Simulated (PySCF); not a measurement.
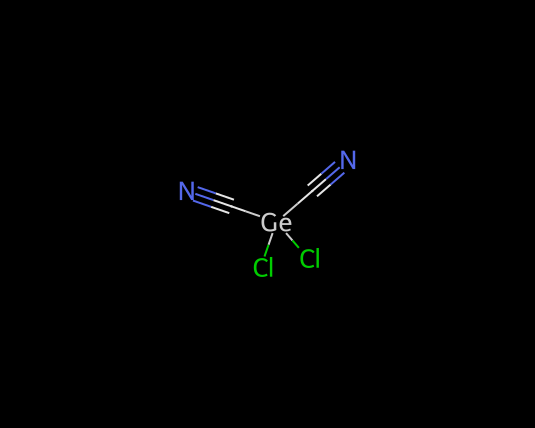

Structural formula above. Computed geometry: PBE0-D3(BJ)/def2-SVP optimisation. No frequency run is at hand to confirm it as a minimum.

Describe the 3D structure.

Formula C2Cl2GeN2. Its SMILES string is `N#[C][Ge]([Cl])([Cl])[C]#N`. Among its groups: nitrile. Coordination: 1 Ge tetrahedral; 2 C linear.

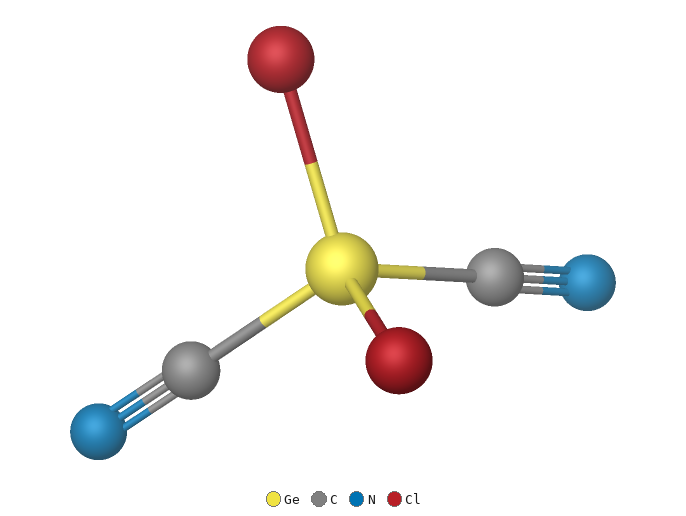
